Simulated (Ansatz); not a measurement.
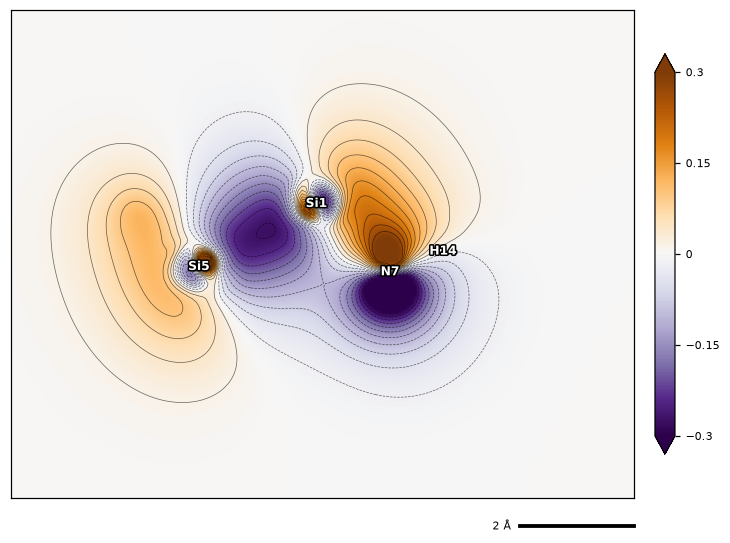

H$_{7}$NSi$_{2}$···H$_{2}$···HF. The HOMO−1 on the plane of atoms Si5, Si1 and N7 (values in Å⁻³ᐟ²; the overall sign is arbitrary).

The product side of a reaction path; geometry: PBE0-D4/def2-TZVP.

These are results of RKS PBE0-D4/def2-TZVPP in Ansatz 0.2.0, not measurements.

```csv
atom,x (Å),y (Å),z (Å)
Si,-1.2652,0.1133,-0.1770
H,1.4405,-2.8843,-0.5640
H,-1.3885,-1.3404,-0.4518
H,-2.5988,0.7400,-0.4140
Si,0.3570,1.1427,-1.5156
H,0.8212,-0.2148,1.5602
N,-0.7691,0.2407,1.5129
H,1.6361,-2.3602,-0.0675
F,1.7573,-0.4268,1.4959
H,1.5860,0.3197,-1.6101
H,-0.2186,1.3481,-2.8726
H,0.6854,2.4735,-0.9346
H,-0.7471,1.1842,1.8808
H,-1.2963,-0.3358,2.1575
```

Question: Where does this orbital lie, and at what energy?

Answer: It lies mainly on N7 (about 30 %), Si1 (about 25 %), Si5 (about 15 %), H3 (about 10 %) and F9 (about 5 %). Its energy is −9.03 eV.
